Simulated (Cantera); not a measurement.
Feed: 1 mol C3H8, 0.49 mol O2, at 13.3 mbar.

These are equilibrium values from Cantera (NASA tables, ideal gas, pure condensed phases), not measurements of a reactor. Candidate condensed phases: C, C6H6, C7H8, C8H18, H2O; 110 gas species. Equilibrium is a limit: real reactors are often held back by kinetics, nucleation or transport.

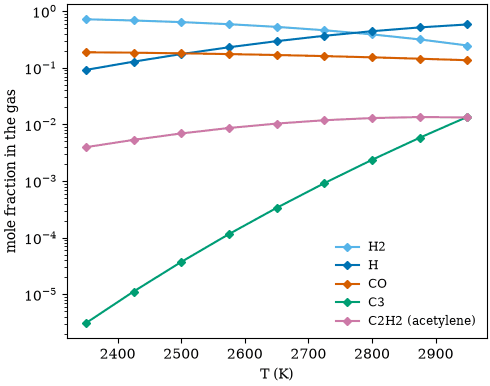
Equilibrium gas composition (values under 1e-9 drawn at 1e-9)

Read off the mole fractions at 2650 K.

H2 about 0.53, H about 0.29, CO about 0.17, C2H2 (acetylene) about 0.010, C3 about 0.00034.
